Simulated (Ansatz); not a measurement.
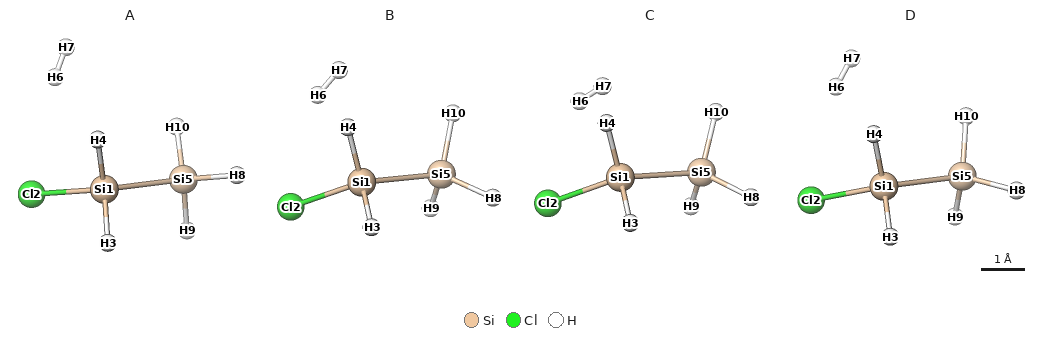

4 geometries from one relaxation of Si₂H₇Cl, in shuffled order. Style: ball-and-stick. Shown from a free direction.

The run prepares an end point of a later path (reaction) calculation, from a guessed geometry.

Computed with Ansatz 0.2.0, RKS PBE0-D4/def2-SVP. Settings: no spin polarisation; force threshold 0.03 eV/Å; at most 50 steps.

Put them in the order of the run, from the start to the converged end.

C, B, D, A. They are steps 0, 4, 8, 17, at +4.61 kcal/mol, +0.88 kcal/mol, +0.38 kcal/mol relative to the last. H7 moves most after the best rigid fit: 1.11 Å. By element the largest moves are H 1.11 Å, Si 0.31 Å, Cl 0.23 Å. Some distances before and after: H6–H7 0.703 → 0.761 Å, Si1–Cl2 2.113 → 2.084 Å, Si1–Si5 2.353 → 2.342 Å. Among the angles between lasting bonds that change: H3–Si1–Si5 108.5° → 111.8°, Cl2–Si1–Si5 110.7° → 107.6°, Si1–Si5–H10 112.2° → 109.5°. Groups turn about Si1–Si5 by about 40°. After 16 accepted moves (17 points after the start) the energy has fallen by 4.61 kcal/mol. The largest force component goes from 2.2 to 0.015 eV/Å. The line search rejected the trial step at point 3 of the run.

Limits of the set-up: the start holds two separate molecules, 2.5 Å apart at their closest, whose relative position is a soft coordinate.
